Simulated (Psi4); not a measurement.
# SiH2O (oxosilane): SVWN5/def2-TZVPP

What is the energy change on altering one bond length of SiH2O (oxosilane) at SVWN5/def2-TZVPP? 

The results are computed with Psi4 1.11.

1 further run of the same task is left out (set aside as unsound or not needed).

**1. The molecule**

The species is SiH2O (4 atoms), meant as a singlet with charge 0. SMILES: `O=[SiH2]`. Geometry: relaxed at PBE0-D4/def2-TZVP.

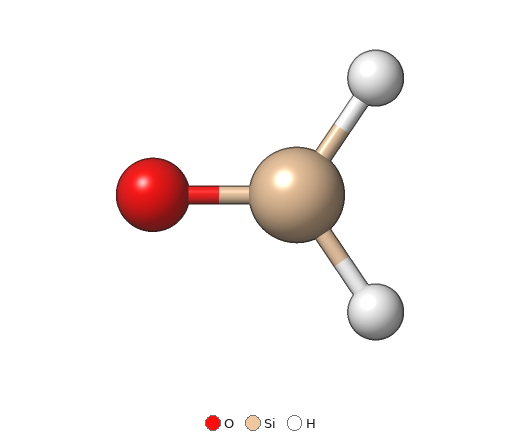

Viewed from a chosen angle; oxygen red, silicon light orange, hydrogen white.

**2. Energy and forces at SVWN5/def2-TZVPP**

Contents of calc.py:

```python
import psi4

psi4.set_memory('2200 MB')
psi4.set_num_threads(1)
psi4.core.set_output_file('h2osi.out', False)

mol = psi4.geometry("""
0 1
O
Si 1 1.515752
H 2 1.485479 1 124.04596
H 2 1.485583 3 111.91136 1 -179.99635
symmetry c1
no_reorient
no_com
""")

psi4.set_options({
    'basis': 'def2-TZVPP',
    'puream': True,
    'e_convergence': 1e-09,
    'd_convergence': 1e-08,
    'scf_type': 'pk',
    'dft_radial_points': 99,
    'dft_spherical_points': 590,
})

e_tot, wfn = psi4.gradient('scf', dft_functional={"name": "SVWN5", "x_functionals": {"LDA_X": {}}, "c_functionals": {"LDA_C_VWN": {}}}, return_wfn=True)
psi4.oeprop(wfn, 'WIBERG_LOWDIN_INDICES', 'LOWDIN_CHARGES', 'MAYER_INDICES')
print('gradient / Eh bohr^-1')
print(e_tot.np.round(6))
print(f'energy = {wfn.energy():.10f} Eh')
```

Launch:

```console
$ python calc.py
```

h2osi.out, shortened:

```text
[...]
  Running in c1 symmetry.
[...]
  Nuclear repulsion =   52.484779902490381
[...]
  Multiplicity = 1
[...]
  Nalpha       = 12
  Nbeta        = 12
[...]
    Number of basis functions: 101
[...]
   @RKS iter   1:  -363.89774682495499   -7.51228e-02   9.33007e-03 ADIIS/DIIS
[...]
   @RKS iter  11:  -364.24144916176749   -6.56541e-11   5.55407e-09 DIIS
[...]
    Orbital Energies [Eh]
    ---------------------
    Doubly Occupied:
       1A    -65.149337     2A    -18.583491     3A     -5.057293
       4A     -3.502421     5A     -3.494342     6A     -3.493773
       7A     -0.843984     8A     -0.479429     9A     -0.357284
      10A     -0.316563    11A     -0.297144    12A     -0.254520
[...]
  @RKS Final Energy:  -364.24144916176749
   => Energetics <=
    Nuclear Repulsion Energy =             52.4847799024903807
    One-Electron Energy =                -610.4277693616886609
    Two-Electron Energy =                 222.1763718511218144
    DFT Exchange-Correlation Energy =     -28.4748315536909722
    Empirical Dispersion Energy =           0.0000000000000000
    VV10 Nonlocal Energy =                  0.0000000000000000
    Total Energy =                       -364.2414491617674912
[...]
 Multipole Moments:
 ------------------------------------------------------------------------------------
     Multipole            Electronic (a.u.)      Nuclear  (a.u.)        Total (a.u.)
 ------------------------------------------------------------------------------------
 L = 1.  Multiply by 2.5417464519 to convert [e a0] to [Debye]
 Dipole X            :         -0.0000951            0.0000787           -0.0000164
 Dipole Y            :         -0.0001777            0.0001198           -0.0000578
 Dipole Z            :         -1.1160720            2.4851800            1.3691080
 Magnitude           :                                                    1.3691080
[...]
  -Total Gradient:
     Atom            X                  Y                   Z
    ------   -----------------  -----------------  -----------------
       1        0.000001256085     0.000002100649     0.006687565366
       2       -0.000003353493    -0.000032284102    -0.002955559419
       3        0.000001186017     0.003892608650    -0.001873518093
       4        0.000000910395    -0.003862427240    -0.001855473588
[...]
```

On the terminal:

```text
gradient / Eh bohr^-1
[[ 1.000e-06  2.000e-06  6.688e-03]
 [-3.000e-06 -3.200e-05 -2.956e-03]
 [ 1.000e-06  3.893e-03 -1.874e-03]
 [ 1.000e-06 -3.862e-03 -1.855e-03]]
energy = -364.2414491618 Eh
```

It took 26 s on 1 thread of Intel Xeon Platinum 8259CL at 2.50GHz (Skylake/Cascade Lake), shared host; peak memory 0.56 GiB.

**3. The distorted shape: the energy at SVWN5/def2-TZVPP**

Contents of h2osi.py:

```python
import psi4

psi4.set_memory(2200000000)
psi4.set_num_threads(1)
psi4.core.set_output_file('output.dat', False)

molecule = psi4.geometry("""
0 1
O
Si 1 1.515752
H 2 1.485479 1 124.04596
H 2 2.674 3 111.91135 1 -179.99635
units angstrom
symmetry c1
no_reorient
no_com
""")

psi4.set_options({
    'basis': 'def2-TZVPP',
    'puream': True,
    'e_convergence': 1e-09,
    'd_convergence': 1e-08,
    'scf_type': 'pk',
    'dft_radial_points': 99,
    'dft_spherical_points': 590,
})

E = psi4.energy('scf', dft_functional={"name": "SVWN5", "x_functionals": {"LDA_X": {}}, "c_functionals": {"LDA_C_VWN": {}}})
print('E =', round(E, 9))
for k, v in sorted(psi4.core.scalar_variables().items()):
    print(f'{k:45s} {v:18.10f}')
```

Launch:

```console
$ python h2osi.py
```

output.dat, shortened:

```text
[...]
  Running in c1 symmetry.
[...]
  Nuclear repulsion =   49.739065742870970
[...]
  Multiplicity = 1
[...]
  Nalpha       = 12
  Nbeta        = 12
[...]
    Number of basis functions: 101
[...]
   @RKS iter   1:  -363.66557178674924    1.43934e-02   9.96837e-03 DIIS/ADIIS
[...]
   @RKS iter  15:  -364.13633081875025   -1.81899e-12   3.11510e-09 DIIS
[...]
    Orbital Energies [Eh]
    ---------------------
    Doubly Occupied:
       1A    -65.186544     2A    -18.611805     3A     -5.089733
       4A     -3.534036     5A     -3.528646     6A     -3.526202
       7A     -0.867801     8A     -0.472288     9A     -0.348346
      10A     -0.316248    11A     -0.308306    12A     -0.246533
[...]
  @RKS Final Energy:  -364.13633081875025
   => Energetics <=
    Nuclear Repulsion Energy =             49.7390657428709702
    One-Electron Energy =                -604.4177254827714023
    Two-Electron Energy =                 218.8635029695635126
    DFT Exchange-Correlation Energy =     -28.3211740484133259
    Empirical Dispersion Energy =           0.0000000000000000
    VV10 Nonlocal Energy =                  0.0000000000000000
    Total Energy =                       -364.1363308187502525
[...]
 Multipole Moments:
 ------------------------------------------------------------------------------------
     Multipole            Electronic (a.u.)      Nuclear  (a.u.)        Total (a.u.)
 ------------------------------------------------------------------------------------
 L = 1.  Multiply by 2.5417464519 to convert [e a0] to [Debye]
 Dipole X            :         -0.0001787            0.0001416           -0.0000371
 Dipole Y            :         -1.4154443            0.8822528           -0.5331915
 Dipole Z            :         -2.0722474            3.0811432            1.0088958
 Magnitude           :                                                    1.1411240
[...]
```

Standard output:

```text
E = -364.136330819
CURRENT ENERGY                                   -364.1363308188
CURRENT REFERENCE ENERGY                         -364.1363308188
DD SOLVATION ENERGY                                 0.0000000000
DFT FUNCTIONAL TOTAL ENERGY                      -364.1363308188
DFT TOTAL ENERGY                                 -364.1363308188
DFT VV10 ENERGY                                     0.0000000000
DFT XC ENERGY                                     -28.3211740484
GRID ELECTRONS ALPHA                               12.0000000754
GRID ELECTRONS BETA                                12.0000000754
GRID ELECTRONS TOTAL                               24.0000001509
NUCLEAR REPULSION ENERGY                           49.7390657429
ONE-ELECTRON ENERGY                              -604.4177254828
PCM POLARIZATION ENERGY                             0.0000000000
PE ENERGY                                           0.0000000000
SCF ITERATION ENERGY                             -364.1363308188
SCF ITERATIONS                                     15.0000000000
SCF TOTAL ENERGY                                 -364.1363308188
TWO-ELECTRON ENERGY                               218.8635029696
XC GRID RADIAL POINTS                              99.0000000000
XC GRID SPHERICAL POINTS                          590.0000000000
XC GRID TOTAL POINTS                           225561.0000000000
```

It took 15 s on 1 thread of Intel Xeon Platinum 8259CL at 2.50GHz (Skylake/Cascade Lake), shared host; peak memory 0.55 GiB.

**4. Summary of results**

Level: SVWN5/def2-TZVPP.

| quantity | value |
| --- | --- |
| first shape: total energy | -364.24145 Eh |
| first shape: dipole moment | 3.48 D |
| first shape: HOMO energy | -6.93 eV |
| first shape: LUMO energy | -3.33 eV |
| first shape: HOMO–LUMO gap | 3.59 eV |
| first shape: largest force on an atom | 0.344 eV/Å |
| distorted shape: total energy | -364.13633 Eh |
| distorted shape: dipole moment | 2.90 D |
| distorted shape: HOMO energy | -6.71 eV |
| distorted shape: LUMO energy | -4.40 eV |
| distorted shape: HOMO–LUMO gap | 2.31 eV |
| energy change with the Si2–H4 bond stretched from 1.486 to 2.674 Å | 2.860 eV |

In words: One bond (distorted shape) is far stretched, which a spin-restricted single reference describes badly; a broken-symmetry solution may lie lower. With the Si2–H4 bond stretched from 1.486 to 2.674 Å the energy rises by 2.86 eV (66 kcal/mol). The first shape isn't relaxed at this level, so the change isn't measured from a minimum. A restricted reference can't describe the breaking bond well at this length. The largest force (first shape) is 0.34 eV/Å: the shape isn't a stationary point for this species at this level.
